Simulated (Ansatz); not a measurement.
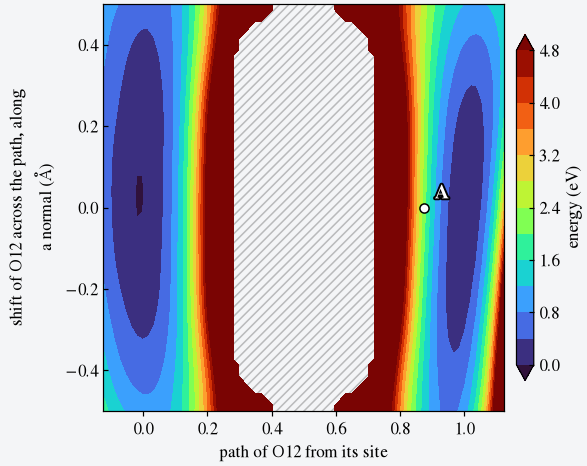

SiO₂ (P3_221 phase) with one O vacancy (17 atoms in the cell, cell charge +2). 
- An atom moved over a plane that holds its own site and a neighbouring vacancy (x along [−1 0 1], y along [3 0 1], z along [0 1 0] of the conventional cell).
- The first coordinate is: path of O12 from its site (0) to the vacancy (1), 2.596 Å; the second: shift of O12 across the path, along a normal.
- Nothing is relaxed (all other atoms held at the sites of the perfect crystal).
- The grid has 11 × 9 points; 75 points were computed and 1 follow by symmetry. At 23 points there is no value (left out of the scan, as a rule where atoms come close).
- Points are written as (first, second).
- Energies: eV per cell, counted from the lowest grid point.
- The cell is charged on a uniform background, without a charge correction.
- Method: DFT LDA+D3(BJ), scalar-relativistic, plane waves, PAW (Ansatz). Settings: cutoff 420 eV, k-mesh 4×4×4, gaussian smearing 0.05 eV, no spin polarisation.

The picture shows filled contours, one colour for all values above the top of the scale, hatched blanks where no value was computed, the point A. Between grid points the surface is interpolated.

### Which way does the force act at A, and how strong is it?

A, at (0.875, 0.000 Å), is not a stationary point. The computed force is 37 eV for each unit of the axis towards larger values of the first coordinate and 1.4 eV for each Å towards smaller values of the second coordinate.

PAW datasets: the set soft_1.
